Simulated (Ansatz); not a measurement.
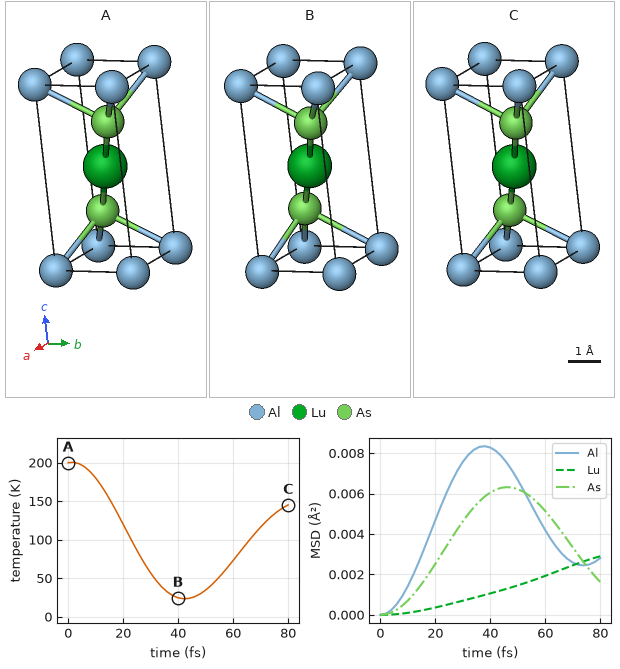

First-principles dynamics of a 4-atom cell of LuAlAs₂, 80 fs long. Frames (A at 0 fs, B at 40 fs, C at 80 fs) and the history of the run. A ball-and-stick model of the reduced simulation cell, seen slightly off an axis. Bonds to atoms that aren't drawn are left out. Lengths and directions refer to the drawn axes.

These are results of DFT, PBEsol, plane waves, PAW in Ansatz 0.2.0, not measurements. Set-up: plane-wave cutoff 420 eV; k-point mesh 4 × 4 × 4; Fermi-Dirac smearing 0.02 eV; constant energy (NVE); velocities drawn for 200 K; time step 2 fs.

Question: Describe the run.

Answer: With so few atoms the kinetic temperature swings widely, between 20 and 200 K; its mean in the second half is 80 K. The first frame carries almost no forces, so kinetic energy first flows into potential energy: the temperature drops from 200 to 23 K within 42 fs, and without a thermostat its mean stays below the start. The potential energy is still drifting at the end, so the run hasn't reached equilibrium. The potential energy in the second half lies on average 11.9 meV per atom above the first frame. In the second half of the run the atoms are, in the root-mean-square, this far from where they began (common drift taken out): Al 0.07 Å, As 0.07 Å, Lu 0.04 Å. The run lasts only 80 fs, too short to tell vibration from diffusion.

Cost: 31 s on 4 threads of Intel(R) Xeon(R) 6975P-C (Granite Rapids) (shared host), peak memory 0.51 GiB.
